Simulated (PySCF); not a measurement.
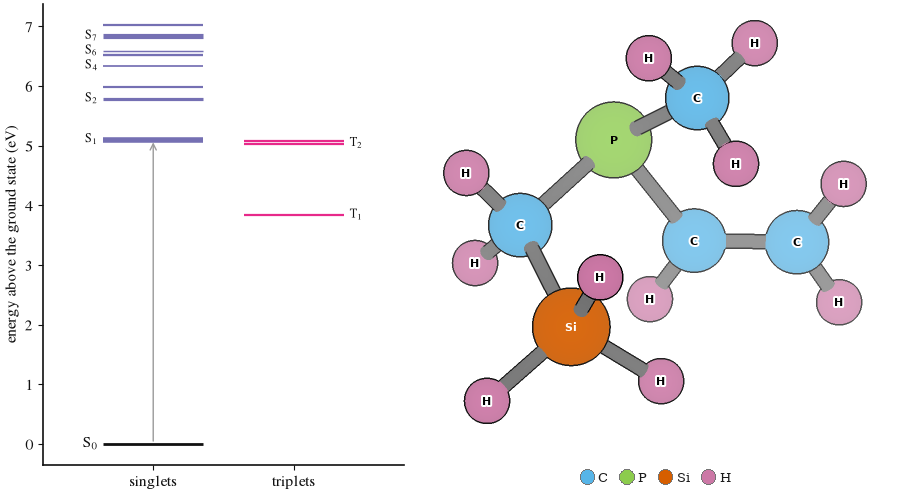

State diagram of C₄H₁₁PSi, SMILES C=CP(C)C[SiH3]. Vertical TDDFT excitations, PBE0/def2-SVPD with PySCF, at a GFN2-xTB geometry (no frequency check), gas phase. Triplets in the Tamm-Dancoff approximation; only the lowest 8 singlets and 3 triplets were computed. Thicker singlet lines are brighter; the arrow marks the brightest.

What are the energy, strength and character of the state that the arrow marks?

S1 at 5.10 eV (243 nm), f = 0.129, mainly HOMO → LUMO (96 %).

What character does the calculation give T1?

Mainly HOMO → LUMO (78 %).

What is the vertical gap between S1 and T1?

1.27 eV: S1 at 5.10 eV, T1 at 3.83 eV.

Known limits of this run: states above the negative HOMO energy depend on the basis; the tight-binding geometry is rougher than a DFT one and adds to the error; one conformer of a flexible molecule; core orbitals are frozen in the response.
